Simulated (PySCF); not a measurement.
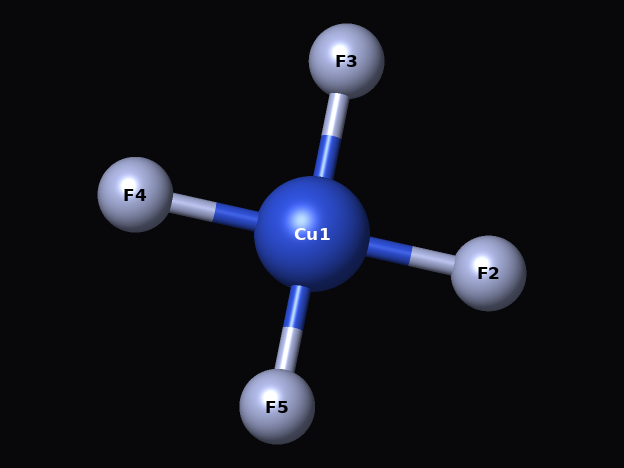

The species has charge −1 and is a spin singlet. The geometry was computed by an optimisation with PBE0-D3(BJ)/def2-SVP. No frequency run is at hand to confirm it as a minimum. Other spin states may lie lower. Method: PBE/pcJ-1 (pcSseg-1 on Cu) indirect spin-spin coupling, non-relativistic, gas phase (PySCF 2.14.0). Isotopes: 19F.

Give the spin–spin coupling constants of these pairs, with the number of bonds between them: F2/F3, F2/F5, F2/F4, F3/F5, F3/F4, F4/F5.

```json
{"pair": "F2, F3", "bonds apart": "2", "J (Hz)": "567.4"}
{"pair": "F2, F5", "bonds apart": "2", "J (Hz)": "580.0"}
{"pair": "F2, F4", "bonds apart": "2", "J (Hz)": "−1728.0"}
{"pair": "F3, F5", "bonds apart": "2", "J (Hz)": "−1727.8"}
{"pair": "F3, F4", "bonds apart": "2", "J (Hz)": "580.0"}
{"pair": "F4, F5", "bonds apart": "2", "J (Hz)": "572.9"}
```

Density functionals are unreliable for couplings to fluorine, so those rows may be far off.
